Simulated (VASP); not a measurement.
# LaGe3Ir under strain

How does the pressure of LaGe3Ir answer to a change of volume? The bands are shown for each cell. All runs use r2SCAN. Left out of this account: 1 further run (self-consistent run: a reference on another mesh). The start is a computed cell from the Materials Project.

Calculated with VASP 6.6.1; r2SCAN; plane waves and PAW (La, Ge_d, Ir).

## Step 1: Starting point

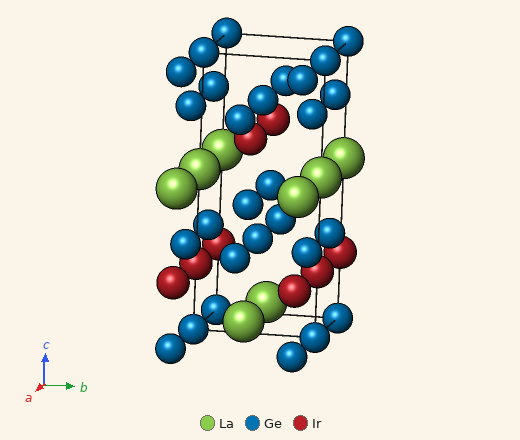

The cell as given, slightly off an axis (lanthanum green, germanium blue, iridium red). 2×1×1 cells are drawn. This picture shows the conventional cell, with its axes. Some periodic images of atoms are drawn too.

Structure file:

```xyz
5
Lattice="-2.2236 2.2236 5.0518 2.2236 -2.2236 5.0518 2.2236 2.2236 -5.0518" Properties=species:S:1:pos:R:3 pbc="T T T"
La    0.0000    0.0000    5.8452
Ge    2.2236    0.0000    3.4618
Ge    0.0000    2.2236    3.4618
Ge    0.0000    0.0000    0.0049
Ir    0.0000    0.0000    2.4124
```

## Step 2: Bands, cell as listed

The mesh alone shows little of the dispersion and can miss band extrema, so KPOINTS_OPT adds a path through the symmetry points after the self-consistent cycle. r2SCAN adds the kinetic-energy density, costs more than a GGA and is run with LASPH.

INCAR

```
SYSTEM = LaGe3Ir
PREC = Accurate
ENCUT = 410
EDIFF = 1E-06
NELM = 100
ISMEAR = -1
SIGMA = 0.05
LREAL = .FALSE.
ALGO = Normal
METAGGA = R2SCAN
LASPH = .TRUE.
NBANDS = 47
LORBIT = 11
LWAVE = .FALSE.
LCHARG = .FALSE.
KPAR = 4
```

POSCAR

```
LaGe3Ir
1.0
   -2.2236166581      2.2236166581      5.0517630417
    2.2236166581     -2.2236166581      5.0517630417
    2.2236166581      2.2236166581     -5.0517630417
La Ge Ir
1 3 1
Direct
    0.5785260100      0.5785260100      0.0000000000
    0.3426279300      0.8426279300      0.5000000000
    0.8426279300      0.3426279300      0.5000000000
    0.0004854700      0.0004854700      0.0000000000
    0.2387701500      0.2387701500      0.0000000000
```

KPOINTS

```
Automatic mesh
0
Gamma
10 10 10
0 0 0
```

KPOINTS_OPT

```
Line mode
16
Line-mode
Reciprocal
  0.00000000   0.00000000   0.00000000 GAMMA
  0.50000000  -0.50000000   0.00000000 X

  0.50000000  -0.50000000   0.00000000 X
  0.50000000  -0.50000000   0.09687326 Y

  0.50000000  -0.50000000   0.09687326 Y
  0.29843663  -0.29843663   0.29843663 S

  0.29843663  -0.29843663   0.29843663 S
  0.00000000   0.00000000   0.00000000 GAMMA

  0.00000000   0.00000000   0.00000000 GAMMA
  0.50000000   0.50000000  -0.50000000 Z

  0.50000000   0.50000000  -0.50000000 Z
  0.70156337   0.29843663  -0.29843663 S1

  0.70156337   0.29843663  -0.29843663 S1
  0.50000000   0.00000000   0.00000000 N

  0.50000000   0.00000000   0.00000000 N
  0.75000000  -0.25000000  -0.25000000 P

  0.75000000  -0.25000000  -0.25000000 P
  0.90312674   0.09687326  -0.50000000 Y1

  0.90312674   0.09687326  -0.50000000 Y1
  0.50000000   0.50000000  -0.50000000 Z

  0.50000000  -0.50000000   0.00000000 X
  0.75000000  -0.25000000  -0.25000000 P
```

Potentials, in the order of the species: La, Ge_d and Ir (PBE family, release 64).

Launch:

```
$ mpirun -np 4 vasp_std
```

What it wrote:

```text
[banner, memory and clock lines left out]
running    4 mpi-ranks, on    1 nodes
 distrk:  each k-point on    1 cores,    4 groups
 distr:  one band on    1 cores,    1 groups

 POSCAR found type information on POSCAR LaGeIr
 POSCAR found :  3 types and       5 ions
|                                                                             |
|               ----> ADVICE to this user running VASP <----                  |
|                                                                             |
|     You enforced a specific xc type in the INCAR file but a different       |
|     [... a line on the potential file left out ...]
|     I HOPE YOU KNOW WHAT YOU ARE DOING!                                     |
|                                                                             |

 LDA part: xc-table for (None), standard interpolation
 POSCAR, INCAR and KPOINTS ok, starting setup
 FFT: planning ... GRIDC
 FFT: planning ... GRID_SOFT
 FFT: planning ... GRID
 WAVECAR not read
 entering main loop
       N       E                     dE             d eps       ncg     rms          rms(c)
DAV:   1     0.527588093874E+03    0.52759E+03   -0.22536E+04 11815   0.286E+03
DAV:   2     0.228195571639E+01   -0.52531E+03   -0.45605E+03  9588   0.714E+02
DAV:   3    -0.126100184001E+03   -0.12838E+03   -0.12175E+03  9812   0.209E+02
DAV:   4    -0.136850349924E+03   -0.10750E+02   -0.10525E+02 14002   0.672E+01
DAV:   5    -0.137460521853E+03   -0.61017E+00   -0.60604E+00 14719   0.155E+01    0.134E+01
DAV:   6    -0.128188995384E+03    0.92715E+01   -0.76358E+00 14701   0.213E+01    0.520E+00
DAV:   7    -0.127652308382E+03    0.53669E+00   -0.22749E+00 13717   0.112E+01    0.343E+00
DAV:   8    -0.127684600980E+03   -0.32293E-01   -0.39433E-01 14185   0.549E+00    0.134E+00
DAV:   9    -0.127668071289E+03    0.16530E-01   -0.15960E-01 14741   0.332E+00    0.533E-01
DAV:  10    -0.127671066321E+03   -0.29950E-02   -0.20421E-02 14724   0.128E+00    0.225E-01
DAV:  11    -0.127670880253E+03    0.18607E-03   -0.30629E-03 16195   0.415E-01    0.106E-01
DAV:  12    -0.127671001909E+03   -0.12166E-03   -0.86446E-04 14837   0.167E-01    0.295E-02
DAV:  13    -0.127670992136E+03    0.97736E-05   -0.84092E-05 14702   0.901E-02    0.133E-02
DAV:  14    -0.127670987111E+03    0.50253E-05   -0.25199E-05 14493   0.380E-02    0.600E-03
DAV:  15    -0.127670987787E+03   -0.67620E-06   -0.27769E-06 11763   0.147E-02
   1 F= -.12767099E+03 E0= -.12766557E+03  d E =-.108402E-01
 Start KPOINTS_OPT (optional k-point list driver)
k-point batch [1-102\176]
       N       E                     dE             ncg
DAV:   1     0.146589664386E+05   -0.99958E+05    11810
DAV:   2    -0.398793520156E+05   -0.54538E+05     9628
DAV:   3    -0.529302010213E+05   -0.13051E+05     9826
DAV:   4    -0.539718632921E+05   -0.10417E+04    13561
DAV:   5    -0.540281731823E+05   -0.56310E+02    15406
DAV:   6    -0.540306225702E+05   -0.24494E+01    15532
DAV:   7    -0.540307150814E+05   -0.92511E-01    15788
DAV:   8    -0.540307189337E+05   -0.38524E-02    15606
DAV:   9    -0.540307190643E+05   -0.13062E-03    14611
DAV:  10    -0.540307190684E+05   -0.40307E-05     8084
DAV:  11    -0.540307190692E+05   -0.78638E-06     6939
k-point batch [103-176\176]
       N       E                     dE             ncg
DAV:   1     0.431321713669E+05   -0.10524E+06     8588
DAV:   2     0.315242881485E+04   -0.39980E+05     6956
DAV:   3    -0.647174406102E+04   -0.96242E+04     7138
DAV:   4    -0.722270316950E+04   -0.75096E+03     9848
DAV:   5    -0.726078958719E+04   -0.38086E+02    11079
DAV:   6    -0.726257177406E+04   -0.17822E+01    11225
DAV:   7    -0.726263977608E+04   -0.68002E-01    11495
DAV:   8    -0.726264250588E+04   -0.27298E-02    11360
DAV:   9    -0.726264259330E+04   -0.87419E-04    10421
DAV:  10    -0.726264259643E+04   -0.31270E-05     6134
DAV:  11    -0.726264259699E+04   -0.56524E-06     5208
```

Elapsed: 9 min, on 4 MPI ranks of Intel Xeon 6975P-C (Granite Rapids), shared host; peak memory 2.5 GiB; 36 min of CPU time.

The logs omit lines about the potential files and the build; timing stands in the text.

OUTCAR, selected parts (step 2):

```text
ion  position               nearest neighbor table
   1  0.579  0.579  0.000-   4 3.24   4 3.24   4 3.24   4 3.24   3 3.26   2 3.26   3 3.26   2 3.26
                             5 3.43   5 3.54   5 3.54   5 3.54   5 3.54
   2  0.343  0.843  0.500-   5 2.46   5 2.46   4 2.74   4 2.74   1 3.26   1 3.26
   3  0.843  0.343  0.500-   5 2.46   5 2.46   4 2.74   4 2.74   1 3.26   1 3.26
   4  0.000  0.000  0.000-   5 2.41   3 2.74   2 2.74   3 2.74   2 2.74   1 3.24   1 3.24   1 3.24
                             1 3.24
   5  0.239  0.239  0.000-   4 2.41   2 2.46   3 2.46   2 2.46   3 2.46   1 3.43   1 3.54   1 3.54
                             1 3.54   1 3.54

  LATTYP: Found a body centered tetragonal cell.
 ALAT       =     4.4472333162
 C/A-ratio  =     2.2718677805

 Subroutine GETGRP returns: Found  8 space group operations
 (whereof  8 operations were pure point group operations)

The static configuration has the point symmetry C_4v.

 Found    102 irreducible k-points:

   k-points           NKPTS =    102   k-points in BZ     NKDIM =    102   number of bands    NBANDS=     47

   dimension x,y,z NGX =    40 NGY =   40 NGZ =   40
   dimension x,y,z NGXF=    80 NGYF=   80 NGZF=   80

   ENCUT  =  410.0 eV  30.13 Ry    5.49 a.u.   9.82  9.82  9.82*2*pi/ulx,y,z

   NELECT =      62.0000    total number of electrons

 k-points in reciprocal lattice and weights: Automatic mesh
   0.00000000  0.00000000  0.00000000       0.001
   0.10000000  0.00000000 -0.00000000       0.008
   0.20000000  0.00000000 -0.00000000       0.008
   0.30000000  0.00000000  0.00000000       0.008
   0.40000000  0.00000000  0.00000000       0.008
   0.50000000  0.00000000  0.00000000       0.004
   0.10000000  0.10000000 -0.00000000       0.008
   0.20000000  0.10000000 -0.00000000       0.016
   0.30000000  0.10000000  0.00000000       0.016
[...]
-0.40000000 -0.40000000  0.40000000       0.002
   0.50000000  0.50000000  0.50000000       0.001

 average (electrostatic) potential at core
       1-101.8181       2 -75.9680       3 -75.9680       4 -75.7822       5 -54.9789

 E-fermi :   8.3219

 k-point     1 :       0.0000    0.0000    0.0000
  band No.  band energies     occupation
    ...
     28       5.5300      2.00000
     29       6.7627      2.00000
     30       6.7627      2.00000
     31       8.1904      1.86537
     32       8.1905      1.86533
     33       9.7339      0.00000
     34       9.8206      0.00000
     35      10.5098      0.00000
     36      10.5508      0.00000
     37      10.5508      0.00000
    ...

 k-point     2 :       0.1000    0.0000   -0.0000
  band No.  band energies     occupation
    ...
     28       5.5371      2.00000
     29       6.7828      2.00000
     30       6.7921      2.00000
     31       7.7715      1.99997
     32       8.0179      1.99543
     33       9.8078      0.00000
     34      10.0248      0.00000
     35      10.5181      0.00000
     36      10.5264      0.00000
     37      10.5628      0.00000
    ...

 k-point     3 :       0.2000    0.0000   -0.0000
  band No.  band energies     occupation
    ...
     28       5.7453      2.00000
     29       6.5543      2.00000
     30       6.7298      2.00000
     31       7.4350      2.00000
     32       7.8553      1.99982
     33       9.8956      0.00000
     34      10.1702      0.00000
     35      10.5051      0.00000
     36      10.5424      0.00000
     37      10.5994      0.00000
    ...

  Total       -0.1170423     -0.1170423     -0.2191858      0.0000000      0.0000000      0.0000000
  in kB       -1.8768548     -1.8768548     -3.5147962      0.0000000      0.0000000      0.0000000
  external PRESSURE =      -2.4228353 kB  Pullay stress =       0.0000000 kB

  energy-cutoff  :      410.00
  volume of cell :       99.91
      direct lattice vectors                 reciprocal lattice vectors
    -2.223616658  2.223616658  5.051763042     0.000000000  0.224858902  0.098975347
     2.223616658 -2.223616658  5.051763042     0.224858902  0.000000000  0.098975347
     2.223616658  2.223616658 -5.051763042     0.224858902  0.224858902  0.000000000

 POSITION                                       TOTAL-FORCE (eV/Angst)
 -----------------------------------------------------------------------------------
      0.00000      0.00000      5.84515         0.000000      0.000000      0.024226
      2.22362      0.00000      3.46175         0.000000     -0.000000     -0.004295
      0.00000      2.22362      3.46175        -0.000000      0.000000     -0.004295
      0.00000      0.00000      0.00490        -0.000000     -0.000000     -0.014290
      0.00000      0.00000      2.41242        -0.000000     -0.000000     -0.001347
 -----------------------------------------------------------------------------------
    total drift:                                0.000066      0.000066      0.017214

  FREE ENERGIE OF THE ION-ELECTRON SYSTEM (eV)
  ---------------------------------------------------
  free  energy   TOTEN  =      -127.6709877867 eV

  energy  without entropy=     -127.6601475905  energy(sigma->0) =     -127.66556769

 total charge
# of ion       s       p       d       f       tot
--------------------------------------------------
    1        1.979   5.675   0.666   0.151   8.470
    2        1.134   1.185  10.067   0.000  12.387
    3        1.134   1.185  10.067   0.000  12.387
    4        1.130   1.239  10.050   0.000  12.420
    5        0.679   0.696   7.188   0.000   8.563
--------------------------------------------------
tot          6.057   9.980  38.038   0.151  54.226

[... 3 further parts left out ...]
```

Spin-orbit coupling is off here; with elements this heavy it splits and shifts levels by tenths of an eV or more. The PAW data sets were made with PBE, which is usual practice but a small mismatch for other functionals.

Numbers from this step:

| Quantity | Value |
| --- | --- |
| SCF cycles | 15 |
| electrons | 62 |
| bands | 47 |
| irreducible k-points | 102 |
| symmetry operations | 8 |
| free energy (TOTEN) | -127.6710 eV |
| energy at zero smearing | -127.6656 eV |
| Fermi energy | 8.322 eV |
| pressure | -0.2423 GPa |
| metallic | yes |

Electronic bands along the path, in eV, zero at the Fermi level; # counts the bands kept, so #1 is VASP's band 21:

```
    point     #8     #9    #10    #11    #12   #13   #14   #15
        Γ  -2.79  -1.56  -1.56  -0.13  -0.13  1.41  1.50  2.19
        X  -3.04  -2.93  -1.97  -1.80   1.91  1.95  2.16  2.26
        Y  -2.85  -2.43  -2.00  -1.45   1.72  1.96  2.10  2.19
        S  -2.56  -2.32  -1.50  -0.29   0.80  1.68  2.06  2.10
        Γ  -2.79  -1.56  -1.56  -0.13  -0.13  1.41  1.50  2.19
        Z  -2.66  -2.34  -0.22   0.94   0.94  1.25  1.59  2.13
       S1  -2.56  -2.32  -1.50  -0.29   0.80  1.68  2.06  2.10
        N  -2.76  -2.18  -1.34  -0.61   0.22  1.48  2.05  2.09
        P  -2.88  -2.39  -2.39  -1.85   1.46  2.04  2.04  2.26
       Y1  -2.85  -2.43  -2.00  -1.45   1.72  1.96  2.10  2.19
        Z  -2.66  -2.34  -0.22   0.94   0.94  1.25  1.59  2.13
jump to X  -3.04  -2.93  -1.97  -1.80   1.91  1.95  2.16  2.26
        P  -2.88  -2.39  -2.39  -1.85   1.46  2.04  2.04  2.26
```

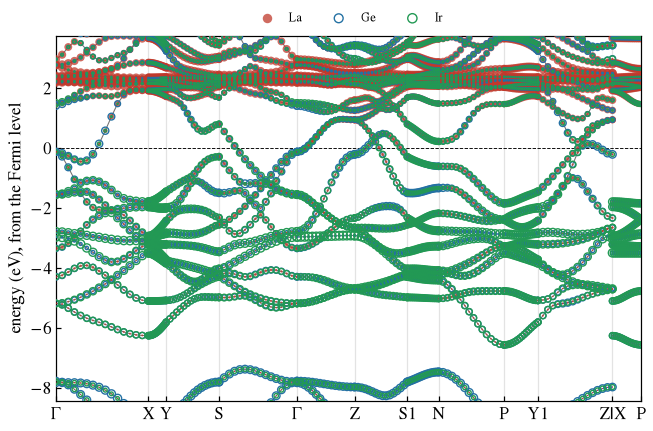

Electronic bands along the path; dots are coloured as in the legend, and their area grows with the weight.

There is no gap at this level.

[end of part 1 of 4]

[Lines on the potential files, build, host, timing and source positions are cut from VASP's logs without a mark.]

[Logs are printed without paths, hosts, clocks, repeated set-up lines and the standing remarks that a program may print on its own settings, such as how far it seeks lower states.]

[Hosts, paths, dates, database ids (printed as entryN), source tags and the programs' standing remarks are cut or masked in the printed files.]

[A measured line is paired with the nearest computed mode of its activity, which favours agreement.]
